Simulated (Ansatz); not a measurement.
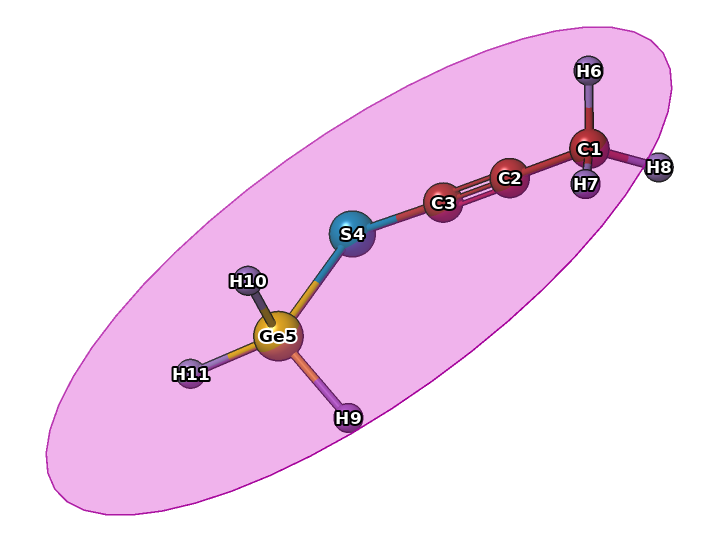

A disc through the centre of mass is drawn in. Distant atoms are faded towards the background colour. The computed structure is the end point of a PBE0-D4/def2-TZVP optimisation. No frequency run is at hand to confirm it as a minimum.

> Is the plane of the disc a mirror plane of the structure?

Yes. The reflection leaves C1, C2, C3, S4, Ge5, H7, H11 in place and moves H6 ↔ H8; H9 ↔ H10. The point group is Cs.
